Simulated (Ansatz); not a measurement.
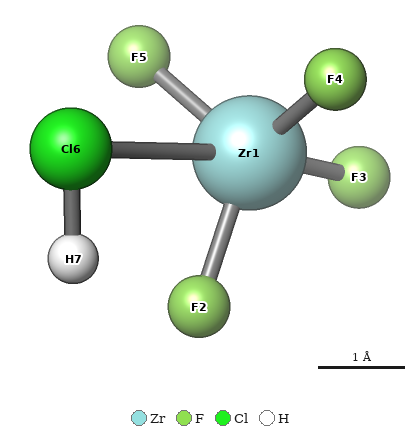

The structure as given in the input (ball-and-stick view, seen at a tilt; atoms are numbered from 1 in the order of the input). Sticks mark near contacts. Bond lengths as drawn: Cl–H 1.29 Å, Cl–Zr 3.01 Å and F–Zr 1.90 to 1.93 Å.

**ZrHClF₄: nudged elastic band**

ZrHClF₄, computed with RKS r2SCAN/def2-SVP (Ansatz 0.2.0).

One setting was made poor on purpose. It belongs to a series of runs on one base structure; here: band between the two ends. Figures and captions count atoms from 1; the log counts them from 0 in places.

**The program's output**
```
Engine: ansatz 0.2.0, aarch64-unknown-linux-gnu
Functional definition: r2SCAN
  parameter k0 = 0.174
  parameter k1 = 0.065
  parameter a1 = 4.9479
  exchange = r2scan_x(k0 = k0, k1 = k1, a1 = a1)
  correlation = r2scan_c
1123 factors; their error is unknown
mean field evaluation 1: about -24672.2934 eV, gradient 6.8e1 eV
mean field evaluation 2: about -24610.1993 eV, gradient 2.1e2 eV
mean field evaluation 4: about -24679.5199 eV, gradient 7.9e0 eV
mean field evaluation 8: about -24679.6417 eV, gradient 1.4e-1 eV
mean field evaluation 16: about -24679.5889 eV, gradient 4.3e-5 eV
mean field -24679.58893652 eV, -906.9581649909 hartree, gradient 4.1e-5 eV, S^2 0.000000; 0 other end points of the search recorded, 0 dependent functions left out
the calculation of the forces begins
reference -24679.58896756 eV, -906.9581661316 hartree; 33, 33 occupied and 77, 77 virtual orbitals, 1123 factors
1123 factors; their error is unknown
mean field evaluation 32: about -24679.5914 eV, gradient 2.3e-3 eV
mean field -24679.59143871 eV, -906.9582569447 hartree, gradient 1.8e-5 eV, S^2 0.000000; 0 other end points of the search recorded, 0 dependent functions left out
[... from here on the field's lines of each further geometry are left out, up to the last ...]
NEB iter   1: max|band force component| = 3.233e0 eV/Å  barrier→ = 2.2811 eV  barrier← = 2.2836 eV  Δτ_max = 0.2000 Å  (272 SCF iters)
NEB iter   2: max|band force component| = 1.823e0 eV/Å  barrier→ = 0.9878 eV  barrier← = 0.9903 eV  Δτ_max = 0.1948 Å  (246 SCF iters)
NEB iter   3: max|band force component| = 1.002e0 eV/Å  barrier→ = 0.5069 eV  barrier← = 0.5094 eV  Δτ_max = 0.2000 Å  (240 SCF iters)
NEB iter   4: max|band force component| = 7.346e-1 eV/Å  barrier→ = 0.3227 eV  barrier← = 0.3252 eV  Δτ_max = 0.2000 Å  (226 SCF iters)
NEB iter   5: max|band force component| = 8.453e-1 eV/Å  barrier→ = 0.2687 eV  barrier← = 0.2712 eV  Δτ_max = 0.1008 Å  (233 SCF iters)
NEB iter   6: max|band force component| = 3.272e-1 eV/Å  barrier→ = 0.2567 eV  barrier← = 0.2592 eV  CI = image 3  Δτ_max = 0.1154 Å  (216 SCF iters)
NEB iter   7: max|band force component| = 3.149e-1 eV/Å  barrier→ = 0.2536 eV  barrier← = 0.2561 eV  CI = image 3  Δτ_max = 0.0631 Å  (222 SCF iters)
NEB iter   8: max|band force component| = 3.098e-1 eV/Å  barrier→ = 0.2556 eV  barrier← = 0.2581 eV  CI = image 3  Δτ_max = 0.0425 Å  (217 SCF iters)
NEB iter   9: max|band force component| = 2.709e-1 eV/Å  barrier→ = 0.2534 eV  barrier← = 0.2559 eV  CI = image 3  Δτ_max = 0.0545 Å  (218 SCF iters)
the calculation of the forces begins
reference -24679.56788658 eV, -906.9573914200 hartree; 33, 33 occupied and 77, 77 virtual orbitals, 1123 factors
1123 factors; their error is unknown
mean field -24679.33573726 eV, -906.9488600896 hartree, gradient 1.9e-5 eV, S^2 0.000000; 1 other end points of the search recorded, 0 dependent functions left out
the calculation of the forces begins
reference -24679.33576886 eV, -906.9488612509 hartree; 33, 33 occupied and 77, 77 virtual orbitals, 1123 factors
NEB iter  10: max|band force component| = 1.912e-1 eV/Å  barrier→ = 0.2532 eV  barrier← = 0.2557 eV  CI = image 3  Δτ_max = 0.0000 Å  (416 SCF iters)
```

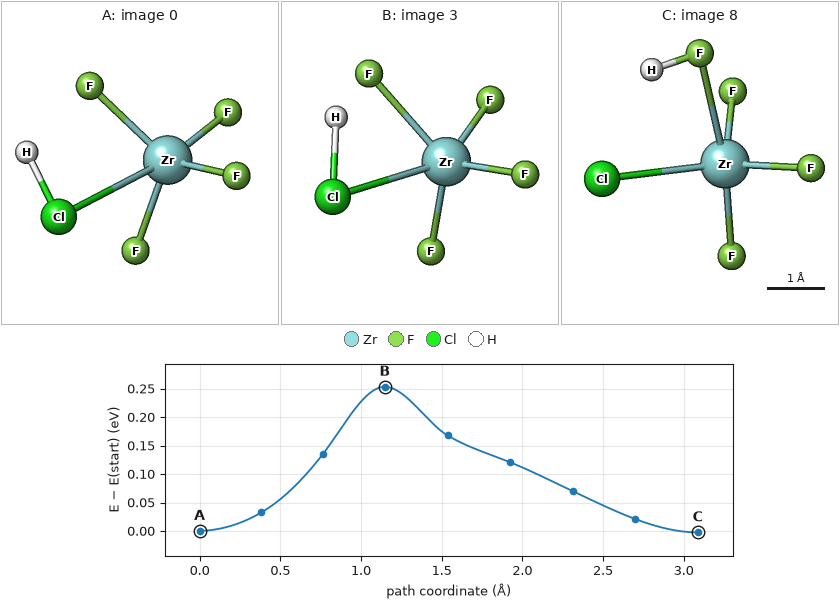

Images of the last band (counted from 0; ball-and-stick, seen at a tilt) above the energy along the path; the line is a cubic interpolation that uses the forces. The highest image is number 3, 0.253 eV above the start and 0.256 eV above the end (the climbing image); the end lies 0.003 eV below the start. The path is 3.09 Å long. The band converged in 10 iterations.

```
Total energy: -24679.33576886 eV, -906.9488612509 hartree
Atom 0 at    -0.267721    -0.000213    -0.022604 Å, force     0.000362    -0.004949     0.013792 eV/Å
Atom 1 at    -0.085533    -0.142168     2.073075 Å, force    -0.016475     0.010368    -0.017470 eV/Å
Atom 2 at     1.620211     0.105495    -0.108194 Å, force     0.002557    -0.005349     0.003810 eV/Å
Atom 3 at    -0.736355     1.510555    -1.058991 Å, force    -0.000843     0.007485    -0.005160 eV/Å
Atom 4 at    -0.661164    -1.595127    -0.955309 Å, force    -0.002532    -0.000025    -0.006361 eV/Å
Atom 5 at    -2.569024     0.155535     1.331366 Å, force     0.007024    -0.007929    -0.001443 eV/Å
Atom 6 at    -1.285217    -0.034078     2.116656 Å, force     0.009906     0.000400     0.012833 eV/Å
Dipole moment:    -0.070755    -0.013383     0.236873 e Å
this run last wrote the band of iteration 10 to [file]
```

**The last band as extended XYZ (Å, eV, eV/Å)**
```
7
Properties=species:S:1:pos:R:3:forces:R:3 image=0 energy=-24679.58894
Zr    0.0323    0.0000   -0.0079    0.0017   0.0000   0.0275
F     0.1846    0.0000    1.9151   -0.0025   0.0000  -0.0289
F     1.8474    0.0000   -0.5592    0.0133   0.0000  -0.0006
F    -0.6612    1.5960   -0.7817   -0.0056   0.0132  -0.0008
F    -0.6612   -1.5960   -0.7817   -0.0056  -0.0132  -0.0008
Cl   -2.7083    0.0000    1.2478   -0.0003   0.0000  -0.0083
H    -2.0184    0.0000    2.3436   -0.0010   0.0000   0.0118
7
Properties=species:S:1:pos:R:3:forces:R:3 image=1 energy=-24679.55632
Zr   -0.0388   -0.0092   -0.0035    0.0466   0.0004   0.0018
F     0.0819   -0.0710    1.9388    0.0361   0.0232  -0.0266
F     1.8099    0.0553   -0.4067    0.0355  -0.0183  -0.0740
F    -0.7074    1.5548   -0.8575    0.0098   0.0178   0.0455
F    -0.6542   -1.6047   -0.8356   -0.0006  -0.0038   0.0303
Cl   -2.7024    0.0836    1.3137   -0.0262  -0.0226  -0.0183
H    -1.7737   -0.0088    2.2268   -0.1011   0.0033   0.0413
7
Properties=species:S:1:pos:R:3:forces:R:3 image=2 energy=-24679.45318
Zr   -0.1428   -0.0093    0.0012    0.1218  -0.0126   0.0185
F     0.0018   -0.1272    1.9853    0.0930   0.0236  -0.0893
F     1.7271    0.0947   -0.2391    0.1075  -0.0163  -0.1376
F    -0.7315    1.5206   -0.9613   -0.0010   0.0086   0.0960
F    -0.6560   -1.5964   -0.9033   -0.0001  -0.0027   0.0569
Cl   -2.6386    0.1341    1.3613   -0.0688  -0.0187   0.0346
H    -1.5447   -0.0165    2.1318   -0.2524   0.0179   0.0209
7
Properties=species:S:1:pos:R:3:forces:R:3 image=3 energy=-24679.33574
Zr   -0.2677   -0.0002   -0.0226    0.0004  -0.0049   0.0138
F    -0.0855   -0.1422    2.0731   -0.0165   0.0104  -0.0175
F     1.6202    0.1055   -0.1082    0.0026  -0.0053   0.0038
F    -0.7364    1.5106   -1.0590   -0.0008   0.0075  -0.0052
F    -0.6612   -1.5951   -0.9553   -0.0025   0.0000  -0.0064
Cl   -2.5690    0.1555    1.3314    0.0070  -0.0079  -0.0014
H    -1.2852   -0.0341    2.1167    0.0099   0.0004   0.0128
7
Properties=species:S:1:pos:R:3:forces:R:3 image=4 energy=-24679.42104
Zr   -0.3769    0.0242   -0.0747   -0.0533  -0.0234  -0.0088
F    -0.0904   -0.2141    2.1468    0.0316   0.0246   0.0240
F     1.5175    0.1550    0.0044   -0.0727   0.0193   0.0925
F    -0.7473    1.4881   -1.2075    0.0105  -0.0114  -0.0747
F    -0.6625   -1.6047   -0.9829   -0.0038   0.0126  -0.0469
Cl   -2.5380    0.2276    1.2339   -0.0266   0.0496  -0.0512
H    -1.0873   -0.0760    2.2559    0.1144  -0.0712   0.0651
7
Properties=species:S:1:pos:R:3:forces:R:3 image=5 energy=-24679.46822
Zr   -0.4141    0.0635   -0.1023   -0.0220  -0.0779  -0.0383
F    -0.1093   -0.4002    2.1478    0.1902  -0.0173  -0.0096
F     1.4610    0.2874    0.1056   -0.0257   0.0486   0.0600
F    -0.7391    1.4318   -1.3645   -0.0043  -0.0348  -0.0555
F    -0.6407   -1.6141   -0.9423    0.0050   0.0478  -0.0043
Cl   -2.5090    0.4021    1.1900   -0.0159   0.1012   0.0044
H    -1.0336   -0.1705    2.3417   -0.1271  -0.0675   0.0432
7
Properties=species:S:1:pos:R:3:forces:R:3 image=6 energy=-24679.51884
Zr   -0.4225    0.0873   -0.1141   -0.0086   0.0106  -0.0043
F    -0.1439   -0.5572    2.1274   -0.0205  -0.0477  -0.0052
F     1.4242    0.4179    0.1762   -0.0188   0.0553   0.0230
F    -0.7401    1.3204   -1.5112   -0.0051  -0.0323  -0.0456
F    -0.6316   -1.6368   -0.8609    0.0067  -0.0028   0.0207
Cl   -2.4377    0.6278    1.1994    0.0221   0.0689   0.0034
H    -1.0332   -0.2594    2.3592    0.0242  -0.0521   0.0079
7
Properties=species:S:1:pos:R:3:forces:R:3 image=7 energy=-24679.56786
Zr   -0.4265    0.1251   -0.1241   -0.0026   0.0122  -0.0060
F    -0.2082   -0.7342    2.0791   -0.0079  -0.0507  -0.0185
F     1.3821    0.5572    0.2519   -0.0153   0.0444   0.0148
F    -0.7351    1.2270   -1.6299   -0.0046  -0.0271  -0.0298
F    -0.6085   -1.6402   -0.7832    0.0070  -0.0015   0.0241
Cl   -2.3489    0.8256    1.2131    0.0241   0.0489   0.0063
H    -1.0397   -0.3604    2.3691   -0.0006  -0.0262   0.0091
7
Properties=species:S:1:pos:R:3:forces:R:3 image=8 energy=-24679.59144
Zr   -0.4274    0.1622   -0.1294   -0.0100   0.0092   0.0037
F    -0.2976   -0.9079    2.0018    0.0089  -0.0081   0.0037
F     1.3294    0.7048    0.3326    0.0036   0.0038  -0.0035
F    -0.7422    1.1368   -1.7206    0.0022  -0.0015  -0.0011
F    -0.5502   -1.6326   -0.7272   -0.0017  -0.0028  -0.0054
Cl   -2.2439    1.0010    1.2485    0.0071  -0.0026  -0.0077
H    -1.0529   -0.4642    2.3704   -0.0101   0.0019   0.0103
```

The run was set up as follows.

**The input**
```yaml
crystal:
  periodic: [false, false, false]
  atoms:
    - { symbol: Zr, position_ang: [0.032333, 0.0, -0.007927] }
    - { symbol: F, position_ang: [0.184629, 0.0, 1.915066] }
    - { symbol: F, position_ang: [1.84735, 0.0, -0.559215] }
    - { symbol: F, position_ang: [-0.661238, 1.595999, -0.781695] }
    - { symbol: F, position_ang: [-0.661238, -1.595999, -0.781695] }
    - { symbol: Cl, position_ang: [-2.708258, 0.0, 1.247838] }
    - { symbol: H, position_ang: [-2.01838, 0.0, 2.343627] }
basis:
  gaussian: { orbitals: def2-SVP }
hamiltonian:
  xc: r2scan
neb:
  order_check: false
  images: 7
  f_tol: 0.2
  max_iterations: 60
  final_atoms:
    - { symbol: Zr, position_ang: [-0.42738106, 0.16222105, -0.12943135] }
    - { symbol: F, position_ang: [-0.29760281, -0.90794548, 2.00178872] }
    - { symbol: F, position_ang: [1.32935703, 0.70478798, 0.33257371] }
    - { symbol: F, position_ang: [-0.7422266, 1.13681487, -1.72061513] }
    - { symbol: F, position_ang: [-0.55018241, -1.63264544, -0.72719204] }
    - { symbol: Cl, position_ang: [-2.24390692, 1.00099818, 1.24849747] }
    - { symbol: H, position_ang: [-1.05285923, -0.46423116, 2.37037762] }
  initial_path:
    images:
      - { positions_ang: [[0.032333, 0.0, -0.007927], [0.184629, 0.0, 1.915066], [1.84735, 0.0, -0.559215], [-0.661238, 1.595999, -0.781695], [-0.661238, -1.595999, -0.781695], [-2.708258, 0.0, 1.247838], [-2.01838, 0.0, 2.343627]] }
      - { positions_ang: [[0.02757586, 0.0, -0.00190575], [0.125458, 0.0, 2.02260978], [1.86005347, 0.0, -0.56703826], [-0.7210371, 1.60092425, -0.75353203], [-0.7210371, -1.60092425, -0.75353203], [-2.70286492, 0.0, 1.14336354], [-1.85295021, 0.0, 2.28603375]] }
      - { positions_ang: [[0.02281871, 0.0, 0.00411551], [0.066287, 0.0, 2.13015357], [1.87275694, 0.0, -0.57486152], [-0.7808362, 1.6058495, -0.72536907], [-0.7808362, -1.6058495, -0.72536907], [-2.69747183, 0.0, 1.03888907], [-1.68752042, 0.0, 2.22844051]] }
      - { positions_ang: [[0.01806157, 0.0, 0.01013676], [0.007116, 0.0, 2.23769735], [1.88546041, 0.0, -0.58268478], [-0.8406353, 1.61077475, -0.6972061], [-0.8406353, -1.61077475, -0.6972061], [-2.69207875, 0.0, 0.93441461], [-1.52209064, 0.0, 2.17084726]] }
      - { positions_ang: [[0.01330442, 0.0, 0.01615802], [-0.052055, 0.0, 2.34524113], [1.89816388, 0.0, -0.59050804], [-0.9004344, 1.6157, -0.66904314], [-0.9004344, -1.6157, -0.66904314], [-2.68668567, 0.0, 0.82994015], [-1.35666085, 0.0, 2.11325401]] }
      - { positions_ang: [[-0.09686695, 0.04055526, -0.02023932], [-0.11344195, -0.22698637, 2.25937803], [1.75596217, 0.17619699, -0.35973761], [-0.86088245, 1.49597872, -0.93193614], [-0.8128714, -1.61993636, -0.68358036], [-2.57599098, 0.25024954, 0.93457948], [-1.28071044, -0.11605779, 2.17753492]] }
      - { positions_ang: [[-0.20703832, 0.08111053, -0.05663667], [-0.1748289, -0.45397274, 2.17351493], [1.61376046, 0.35239399, -0.12896717], [-0.8213305, 1.37625743, -1.19482913], [-0.7253084, -1.62417272, -0.69811759], [-2.4652963, 0.50049909, 1.03921881], [-1.20476004, -0.23211558, 2.24181582]] }
      - { positions_ang: [[-0.31720969, 0.12166579, -0.09303401], [-0.23621585, -0.68095911, 2.08765183], [1.47155874, 0.52859098, 0.10180327], [-0.78177855, 1.25653615, -1.45772213], [-0.63774541, -1.62840908, -0.71265481], [-2.35460161, 0.75074863, 1.14385814], [-1.12880964, -0.34817337, 2.30609672]] }
      - { positions_ang: [[-0.42738106, 0.16222105, -0.12943135], [-0.29760281, -0.90794548, 2.00178872], [1.32935703, 0.70478798, 0.33257371], [-0.7422266, 1.13681487, -1.72061513], [-0.55018241, -1.63264544, -0.72719204], [-2.24390692, 1.00099818, 1.24849747], [-1.05285923, -0.46423116, 2.37037762]] }
```

Launched with:
```bash
ansatz run input.yaml --threads 4 --pin off --max-ram 5120MiB --backend cpu --events-out ev --progress --plain --runs-dir out
```

**Results in brief**

- outcome: converged
- barrier, forward: 0.253 eV
- barrier, backward: 0.256 eV
- hardware: 4 threads of Arm Neoverse V2, 24 GiB of memory available, shared host
- wall time: 2.9 min (CPU time 11 min)
- peak memory: 0.2 GiB

**Remarks**

A deliberately poor setting: loose force. The order of the saddle point was not checked.
